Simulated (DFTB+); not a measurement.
**Run report: CH3FOSn, energy and gradient calculation**

CH3FOSn, SMILES C[O][Sn][F], computed with GFN2-xTB, R-SCC, dispersion built in (DFTB+ 25.1).

The geometry comes from this level: GFN2-xTB.

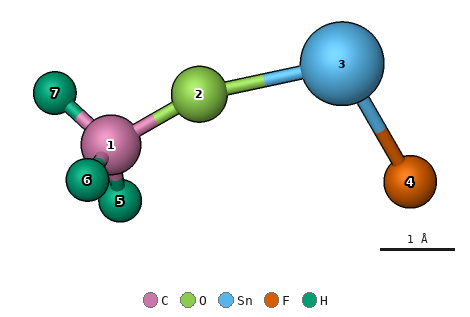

Fig. 1: The structure as given in the input (ball-and-stick view, seen at a tilt; atoms are numbered from 1 in the order of the input). Sticks mark near contacts. Bond lengths as drawn: C–H 1.09 Å, C–O 1.41 Å, F–Sn 2.09 Å and O–Sn 2.00 Å.

## Input (dftb_in.hsd)
```
Geometry = GenFormat {
  <<< "start.gen"
}
Hamiltonian = xTB {
  Method = "GFN2-xTB"
  MaxSCCIterations = 100
  Mixer = Anderson {
    MixingParameter = 0.2
  }
}
Analysis {
  PrintForces = Yes
}
Options {
  WriteResultsTag = Yes
}
InputVersion = 25.1
```

## File start.gen
```
7 C
C O Sn F H
   1  1      0.319070      1.029960      0.055160
   2  2      0.169390     -0.268780      0.586460
   3  3     -0.326840     -2.200430      0.707380
   4  4     -1.242070     -2.682320     -1.114420
   5  5      0.205460      1.020370     -1.029340
   6  5     -0.436530      1.690600      0.484420
   7  5      1.311520      1.410600      0.310330
```

Launched with:
```bash
dftb+ > output.log
```

## The program's output
```
|  DFTB+ development version (commit: a23bfb2)

Reading input file 'dftb_in.hsd'
Parser version: 14

--------------------------------------------------------------------------------

Processed input in HSD format written to 'dftb_pin.hsd'

Starting initialization...
--------------------------------------------------------------------------------
OpenMP threads:              1
Chosen random seed:          245543092
Current stacksize:           unlimited
Mode:                        Static calculation
Self consistent charges:     Yes
SCC-tolerance:                 0.100000E-04
Max. scc iterations:                    100
Shell resolved Hubbard:      Yes
Spin polarisation:           No
Nr. of up electrons:            12.000000
Nr. of down electrons:          12.000000
Periodic boundaries:         No
Electronic solver:           Relatively robust
Mixer:                       Anderson mixer
Mixing parameter:                  0.200000
Nr. of chrg. vectors to mix:              4
Max. SCC-cycles:                        100
tblite library version:      0.3.0
-> parametrization:          GFN2-xTB
-> repulsion:                Yes
-> dispersion:               Yes
-> halogen bonding:          No
-> electrostatics:           Yes
   -> isotropic:             Yes
   -> anisotropic:           Yes
   -> third-order:           Yes
Electronic temperature:              0.950045E-03 H      0.258520E-01 eV
Initial charges:             Set automatically (system chrg:   0.000E+00)
Included shells:             C:  s, p
                             O:  s, p
                            Sn:  s, p, d
                             F:  s, p
                             H:  s
Extra options:
                             Mulliken analysis
                             Force calculation
Force type                   original

--------------------------------------------------------------------------------

***  Geometry step: 0

 iSCC Total electronic   Diff electronic      SCC error
    1   -0.14438957E+02    0.00000000E+00    0.15232577E+01
    2   -0.14451281E+02   -0.14438957E+02    0.14960821E+01
    3   -0.14587943E+02   -0.12324118E-01    0.11637172E+01
    4   -0.14589095E+02   -0.13666157E+00    0.11613857E+01
    5   -0.14479409E+02   -0.11516706E-02    0.13658532E+01
    6   -0.14669273E+02    0.10968555E+00    0.56268427E+00
    7   -0.14717492E+02   -0.18986381E+00    0.24771652E+00
    8   -0.14715197E+02   -0.48219502E-01    0.17953212E+00
    9   -0.14717603E+02    0.22959448E-02    0.63375277E-01
   10   -0.14717756E+02   -0.24062613E-02    0.38346019E-01
   11   -0.14718038E+02   -0.15316774E-03    0.19773807E-01
   12   -0.14718107E+02   -0.28206564E-03    0.59082422E-02
   13   -0.14718137E+02   -0.68939036E-04    0.38098602E-02
   14   -0.14718138E+02   -0.29790842E-04    0.24983588E-02
   15   -0.14718130E+02   -0.89888898E-06    0.10961395E-02
   16   -0.14718126E+02    0.76169744E-05    0.91672987E-03
   17   -0.14718119E+02    0.42374497E-05    0.20859525E-03
   18   -0.14718118E+02    0.65937019E-05    0.10952773E-03
   19   -0.14718117E+02    0.15884730E-05    0.60738991E-04
   20   -0.14718117E+02    0.22133618E-06    0.28274067E-04
   21   -0.14718117E+02    0.33414343E-06    0.12155472E-04
   22   -0.14718117E+02    0.72346364E-07    0.68600529E-05

Total Energy:                      -14.6627022417 H         -398.9924 eV
Extrapolated to 0K:                -14.6627022417 H         -398.9924 eV
Total Mermin free energy:          -14.6627022417 H         -398.9924 eV
Force related energy:              -14.6627022417 H         -398.9924 eV

--------------------------------------------------------------------------------
--------------------------------------------------------------------------------
SCC                                    +       0.01 ( 82.9%)       0.03 ( 92.6%)
--------------------------------------------------------------------------------
Missing                                +       0.00 ( 17.1%)       0.00 (  7.4%)
Total                                  =       0.01 (100.0%)       0.03 (100.0%)
--------------------------------------------------------------------------------
```

## File detailed.out
```
Fermi distribution function

Calculation with static geometry

********************************************************************************
 iSCC Total electronic   Diff electronic      SCC error
   22   -0.14718117E+02    0.72346364E-07    0.68600529E-05
********************************************************************************

 Total charge:    -0.00000000

 Atomic gross charges (e)
 Atom           Charge
    1       0.04470538
    2      -0.42345355
    3       0.60521732
    4      -0.35893995
    5       0.04530439
    6       0.04368859
    7       0.04347782

Nr. of electrons (up):     24.00000000
Atom populations (up)
 Atom       Population
    1       3.95529462
    2       6.42345355
    3       3.39478268
    4       7.35893995
    5       0.95469561
    6       0.95631141
    7       0.95652218

l-shell populations (up)
 Atom Sh.   l       Population
    1   1   0       1.02633812
    1   2   1       2.92895650
    2   1   0       1.67394944
    2   2   1       4.74950411
    3   1   0       1.97085525
    3   2   1       0.91264094
    3   3   2       0.51128649
    4   1   0       1.80264848
    4   2   1       5.55629147
    5   1   0       0.95469561
    6   1   0       0.95631141
    7   1   0       0.95652218

Orbital populations (up)
 Atom Sh.   l   m       Population  Label
    1   1   0   0       1.02633812  s
    1   2   1  -1       0.85325220  p_y
    1   2   1   0       1.02752130  p_z
    1   2   1   1       1.04818300  p_x
    2   1   0   0       1.67394944  s
    2   2   1  -1       1.27445949  p_y
    2   2   1   0       1.72588688  p_z
    2   2   1   1       1.74915775  p_x
    3   1   0   0       1.97085525  s
    3   2   1  -1       0.33719373  p_y
    3   2   1   0       0.36148799  p_z
    3   2   1   1       0.21395922  p_x
    3   3   2  -2       0.10545044  d_xy
    3   3   2  -1       0.09100616  d_yz
    3   3   2   0       0.12597229  d_z2
    3   3   2   1       0.07857974  d_xz
    3   3   2   2       0.11027787  d_x2-y2
    4   1   0   0       1.80264848  s
    4   2   1  -1       1.89867953  p_y
    4   2   1   0       1.80097944  p_z
    4   2   1   1       1.85663250  p_x
    5   1   0   0       0.95469561  s
    6   1   0   0       0.95631141  s
    7   1   0   0       0.95652218  s

Fermi level:                        -0.3314293415 H           -9.0187 eV
Band energy:                       -13.1230449681 H         -357.0962 eV
TS:                                  0.0000000000 H            0.0000 eV
Band free energy (E-TS):           -13.1230449681 H         -357.0962 eV
Extrapolated E(0K):                -13.1230449681 H         -357.0962 eV
Input / Output electrons (q):     24.0000000000     24.0000000000

Energy H0:                         -14.7510051866 H         -401.3953 eV
Energy SCC:                          0.0328881942 H            0.8949 eV
Total Electronic energy:           -14.7181169924 H         -400.5003 eV
Repulsive energy:                    0.0586911593 H            1.5971 eV
Total energy:                      -14.6627022417 H         -398.9924 eV
Extrapolated to 0:                 -14.6627022417 H         -398.9924 eV
Total Mermin free energy:          -14.6627022417 H         -398.9924 eV
Force related energy:              -14.6627022417 H         -398.9924 eV

Non-constrained calculation

SCC converged

Total Forces
    1      0.000207168077     -0.000144599662      0.000220459658
    2      0.000083923086      0.000386326161     -0.000050377854
    3     -0.000063568469      0.000012254601     -0.000072766710
    4      0.000087396980     -0.000001277022      0.000036655391
    5     -0.000002334579     -0.000025742547     -0.000124983324
    6      0.000024114783      0.000031026773      0.000099945669
    7     -0.000336699878     -0.000257988305     -0.000108932830

Maximal derivative component:        0.386326E-03 au

Dipole moment:    0.59895361   -0.47782640    1.71624380 au
Dipole moment:    1.52238833   -1.21451367    4.36225696 Debye
```

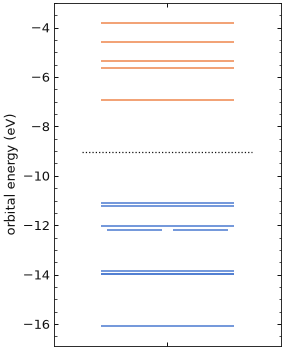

Fig. 2: Orbital energies near the frontier; the dotted line parts filled from empty levels, and levels within 0.02 eV of each other stand side by side. Highest filled −11.10 eV, lowest empty −6.94 eV, 4.16 eV apart.

## Summary

- outcome: converged
- Mermin free energy: −14.662702 hartree
- basis functions: 24
- largest force: 0.023 eV/Å
- HOMO: −11.10 eV
- LUMO: −6.94 eV
- dipole moment: 4.78 D
- hardware: 1 thread of AMD EPYC (Zen 5), 32 GiB of memory available, shared host
- peak memory: 0.072 GiB

## Remarks

Settings chosen away from the usual ones: mixer_damping.
